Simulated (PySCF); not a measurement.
Consider C$_{2}$H$_{10}$FNSi$_{2}$.

Input

```
{"job": {"kind": "uv", "xc": "CAM-B3LYP", "basis": "def2-SVPD", "nstates": 8, "ntriplets": 3}, "charge": 0, "multiplicity": 1}
C     -1.665289    -0.989890     0.726476
N     -0.604985    -0.091060     0.300498
Si    -1.125844     1.449999    -0.315888
Si     0.950196    -0.823516     0.124238
C      2.281410     0.350190    -0.500515
F      0.830110    -2.023300    -0.963508
H     -2.088325    -1.533239    -0.122061
H     -2.465148    -0.427573     1.206575
H     -1.279996    -1.720977     1.435840
H     -2.112503     1.957928     0.642901
H     -1.754531     1.324451    -1.638646
H      0.048812     2.311792    -0.375376
H      1.285340    -1.528671     1.357413
H      2.396567     1.210211     0.148199
H      2.061859     0.709772    -1.500556
H      3.234730    -0.167174    -0.536999
```

Launched as:

```sh
OMP_NUM_THREADS=1 python probes_run.py task.json out
```

Geometry: GFN2-xTB.

The calculation used CAM-B3LYP/def2-SVPD, SCF density, gas phase (PySCF 2.14.0).

Predict the electron density and electron localisation function between the atoms.

Answer. C–N (1.45 Å): ρ is about 1.9 e/Å³ halfway; the ELF peaks at about 0.90 between the atoms (a covalent bond).
Si–N (1.73 Å): the density is about 1.1 e/Å³ at the midpoint; the ELF peaks at about 0.90 between the atoms; a polar covalent bond.
C–Si (1.88 Å): ρ is about 0.98 e/Å³ halfway; the ELF peaks at about 1 between the atoms, as expected for localised, covalent bonding.
C–H (1.09 Å): ρ is about 1.9 e/Å³ halfway; the ELF climbs to about 1 towards the hydrogen, as it does in any bond to H; an ordinary covalent bond to hydrogen.

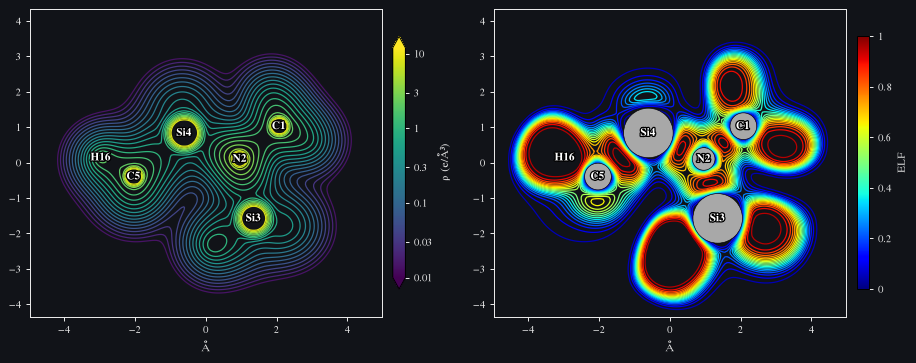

Computed electron density and electron localisation function on the plane of atoms Si4, C5 and H16, in this order. Grey discs cover the atomic cores in the ELF map. 
